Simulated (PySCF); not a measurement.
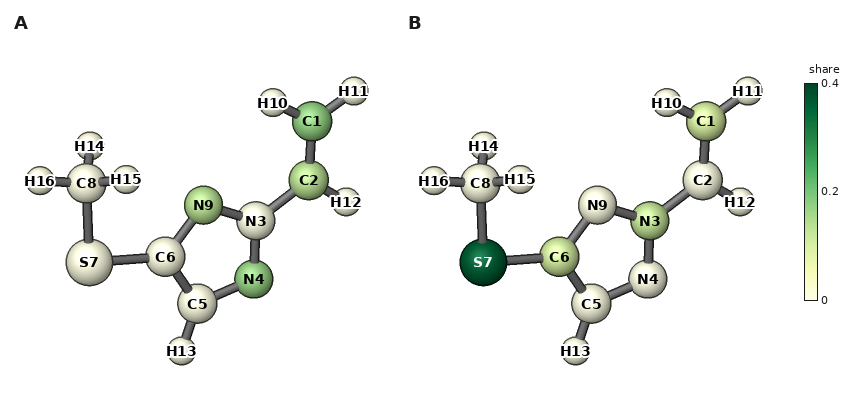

Each panel colours the atoms by their Löwdin share in one orbital (up to four of the largest shares; other atoms are shown as zero). Computed geometry: GFN2-xTB optimisation. No frequency run is at hand to confirm it as a minimum. Computed with CAM-B3LYP/def2-SVPD (PySCF 2.14.0).

**The panels show the HOMO, LUMO, in some order. Which is which?**

A: LUMO, −0.12 eV; C1 0.17, N4 0.17, N9 0.14, C2 0.13
B: HOMO, −7.50 eV; S7 0.36, N3 0.12, C6 0.10, C1 0.10
